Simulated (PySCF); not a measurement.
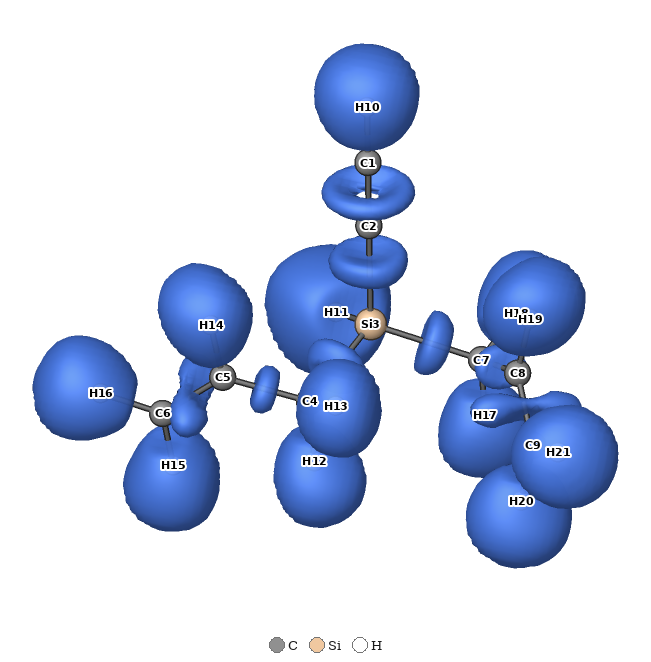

Figure. C8H12Si (SMILES C#C[SiH](CC=C)CC=C). Isosurface of the ELF at 0.85 (blue), seen across its widest extent. Core shells and regions of very low density are left out.

Geometry: GFN2-xTB.

Level of theory: PySCF 2.14.0, PBE0/pcSseg-1, SCF density, gas phase, non-relativistic.

| atom | x (Å) | y (Å) | z (Å) |
| --- | --- | --- | --- |
| C | -0.6666 | 3.1722 | 0.6029 |
| C | -0.4747 | 2.1526 | -0.0053 |
| Si | -0.1664 | 0.5675 | -0.9153 |
| C | -0.8294 | -0.8769 | 0.1496 |
| C | -2.3012 | -0.7789 | 0.3305 |
| C | -3.1834 | -1.5697 | -0.2537 |
| C | 1.7259 | 0.3668 | -1.1552 |
| C | 2.4323 | 0.2817 | 0.1506 |
| C | 2.9508 | -0.8243 | 0.6546 |
| H | -0.8383 | 4.0663 | 1.1309 |
| H | -0.8459 | 0.6302 | -2.2183 |
| H | -0.5757 | -1.8279 | -0.3204 |
| H | -0.3366 | -0.8478 | 1.1235 |
| H | -2.6342 | 0.0271 | 0.9717 |
| H | -2.8767 | -2.3758 | -0.9008 |
| H | -4.2439 | -1.4510 | -0.1113 |
| H | 1.9283 | -0.5259 | -1.7477 |
| H | 2.0947 | 1.2263 | -1.7154 |
| H | 2.4782 | 1.2075 | 0.7101 |
| H | 2.9169 | -1.7609 | 0.1209 |
| H | 3.4369 | -0.8422 | 1.6153 |

Where are the electrons localised?

Answer. The ELF exceeds this value in five regions between bonded C–C atoms (shared pairs), three regions between bonded C–Si atoms (shared pairs) and twelve regions around hydrogen nuclei. Profiles from the grid: C–C (1.20 Å): the ELF peaks at about 0.85 between the atoms; a short, multiple covalent bond. C–Si (1.85 Å): the ELF peaks at about 0.95 between the atoms (localised, covalent bonding).
